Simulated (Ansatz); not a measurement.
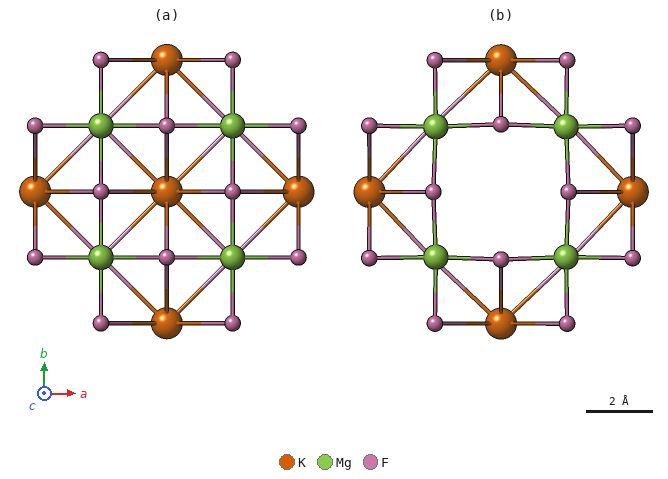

Left: perfect KMgF3. Right: the same region with one point defect, after relaxing the atoms in a supercell of 40 sites. Style: ball-and-stick. Shown: the atoms within 5.4 Å of one point, in a slice 5.0 Å thick across the line of sight, along the c axis.

Level of theory: DFT, PBEsol, PAW, plane waves (Ansatz). Set-up: plane-wave cutoff 420 eV; k-point mesh 1 × 1 × 1; mesh shifted by (0.25, 0.25, 0.25); no spin polarisation. Fermi-Dirac smearing of 0.01 eV. A uniform background neutralises the charged cell. The axes drawn are those of the host's conventional cell.

### What kind of defect was made?

A potassium atom is taken out (a vacancy).

The charge state of the cell is −1.

### How does the lattice respond?

Around the empty K site the host had 12 F at 2.82 Å; after relaxation the nearest atoms are 12 F at 2.89 to 2.91 Å, 8 Mg at 3.41 to 3.43 Å. Of the host's atoms, a fluorine atom moves furthest from its site, by 0.08 Å.

Limits of the set-up: the periodic images lie only 8.0 Å apart, so the values are limited by the cell's size; the cell is charged, on a uniform background, and energies carry no finite-size correction.
